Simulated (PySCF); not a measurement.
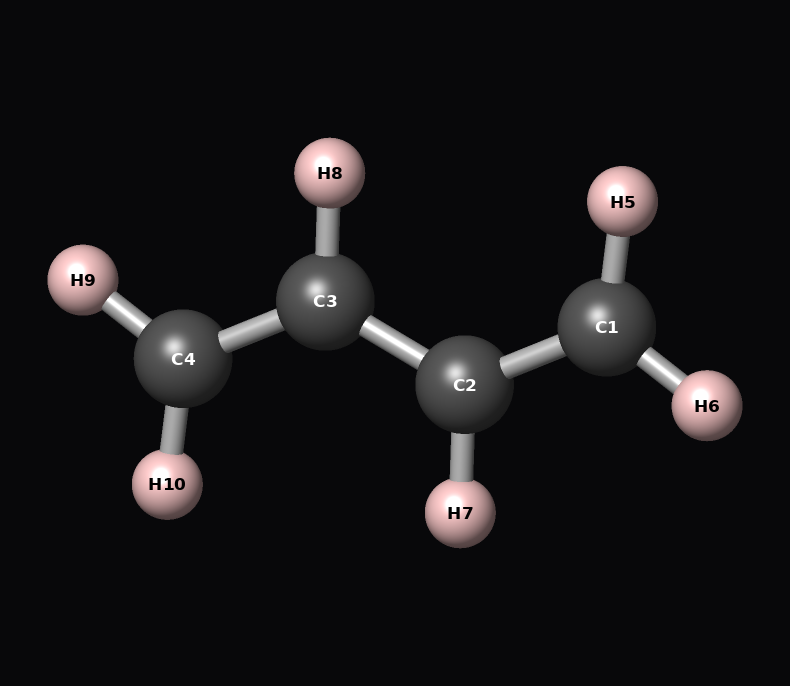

Charge −1, doublet. Computed geometry: PBE0-D3(BJ)/def2-SVP optimisation. No frequency run is at hand to confirm it as a minimum. Level of theory: UKS BHandHLYP, IGLO-III on C, pcH-1 on H, non-relativistic (PySCF 2.14.0).

Give the isotropic hyperfine couplings (Fermi-contact term alone) of C1, C2, C3, C4, H5, H6, H7, H8, H9, H10.

```
atom  isotope  a_iso (MHz)
  C1      13C         47.0
  C2      13C         −7.8
  C3      13C         −7.8
  C4      13C         47.0
  H5       1H        −34.4
  H6       1H        −36.9
  H7       1H         −6.5
  H8       1H         −6.5
  H9       1H        −36.9
 H10       1H        −34.4
```
